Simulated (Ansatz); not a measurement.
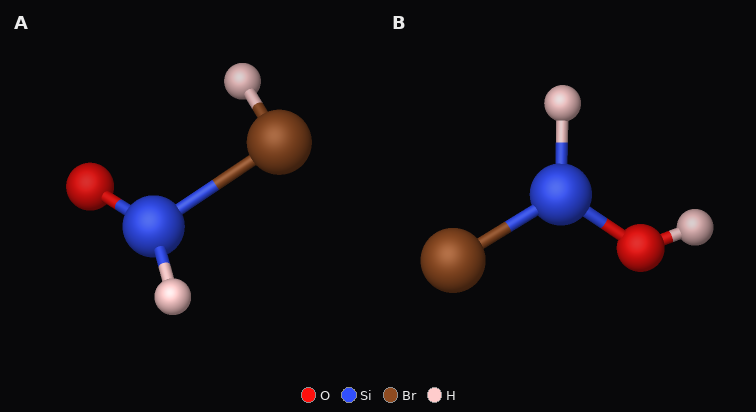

2 stationary structures of one formula. State: charge +1, singlet. Geometries: PBE-D4/def2-SVP. Electronic energies: PBE-D4/def2-SVP (Ansatz 0.2.0), without zero-point energy. No frequency run is at hand to confirm each as a minimum.

### Which structure is the most stable?

B is lowest (Cs); A lies 2.424 eV above it.
